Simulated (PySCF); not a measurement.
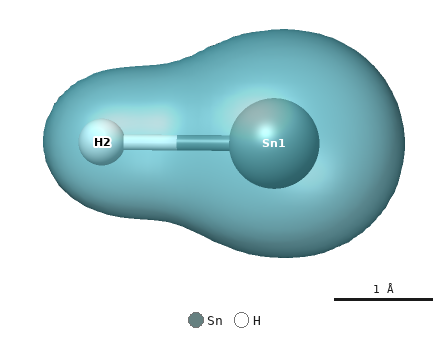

Figure. SnH (charge +1). Isosurface of the electron density at 0.2 e/Å³ (cyan), seen from one side.

Core potentials replace the inner electrons of Sn.

All numbers below come from PBE0/def2-SVPD, non-relativistic Hamiltonian with scalar-relativistic core potentials where named, at a bond length of 1.772 Å in PySCF 2.14.0.

```xyz
2

Sn    0.0000    0.0000   -0.0148
H     0.0000    0.0000    1.7572
```

Q: How is the density connected at this value?

A: At this value the surface is in one piece. It bridges the sampled Sn–H (1.77 Å) contact, where the density stays above the isovalue. On the grid the lowest density along these lines, outside the cores, is 0.71 e/Å³ (Sn–H, 1.77 Å).
